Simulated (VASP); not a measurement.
Band structure of CuZn (CsCl type). All values below come from r2SCAN+rVV10, VASP's PBE PAW potentials (set 64) (plane waves; VASP).

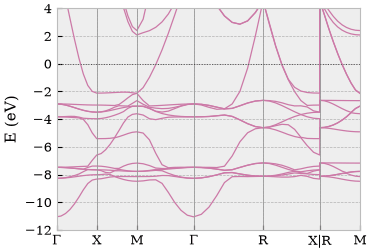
Figure: Bands along high-symmetry lines, zero at the valence-band maximum or, without a gap, the Fermi level

### Question
Read the plot: is there a gap, and where are the band edges?

### Answer
It has no gap at this level: it comes out as a metal or semimetal.

The compound is CuZn in the CsCl type structure. It was relaxed first. The electron count is odd and the run is not spin-polarised, which forces a metal.
